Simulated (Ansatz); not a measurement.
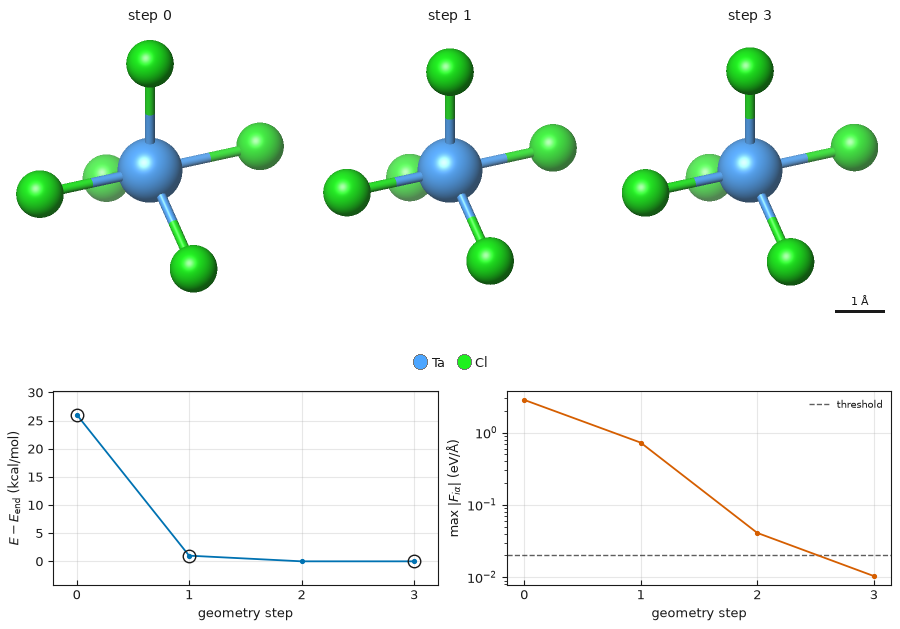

Frames of a relaxation of TaCl5, marked on the history of the run. The picture is a ball-and-stick view, seen at a tilt.

The run prepares the start of a later molecular dynamics calculation, from a guessed geometry.

All numbers below come from RHF/def2-SVP (Ansatz 0.2.0).

Input
```yaml
crystal:
  periodic: [false, false, false]
  atoms:
    - { symbol: Ta, position_ang: [0.0, 0.0, 0.0] }
    - { symbol: Cl, position_ang: [2.47, 0.0, 0.0] }
    - { symbol: Cl, position_ang: [0.0, 0.0, 2.47] }
    - { symbol: Cl, position_ang: [0.0, 0.0, -2.47] }
    - { symbol: Cl, position_ang: [-1.235, 2.139, 0.0] }
    - { symbol: Cl, position_ang: [-1.235, -2.139, 0.0] }
basis:
  gaussian: { orbitals: def2-SVP }
hamiltonian:
  xc: hf
relax:
  f_tol: 0.02
  max_steps: 40
output:
  orbitals: {}
```

Launched with:
```bash
ansatz run input.yaml --threads 2 --pin off --max-ram 3072MiB --backend cpu --events-out ev --progress --plain --runs-dir out
```

What happens along the run?

The largest moves after the best rigid fit, 0.17 Å, are those of Cl2, Cl5 and Cl6. Ta stays in place. Some distances before and after: Ta1–Cl2 2.470 → 2.298 Å, Ta1–Cl3 2.470 → 2.344 Å. Over 3 geometry steps the energy falls by 26.1 kcal/mol. The largest force component goes from 2.8 to 0.01 eV/Å. Cost: 13 s on 2 threads of Arm Neoverse V1, on a shared host, peak memory 0.32 GiB. From step 0 to 1: Cl atoms move most (0.20 Å), energy −25.1 kcal/mol. From step 1 to 3: Cl atoms move most (0.03 Å), energy −1.01 kcal/mol.

```tsv
step	E − E(0), kcal/mol	largest force component, eV/Å
0	0.00	2.8404
1	-25.07	0.7274
2	-26.08	0.0410
3	-26.08	0.0104
```

Limits of the set-up: Hartree-Fock leaves out electron correlation.
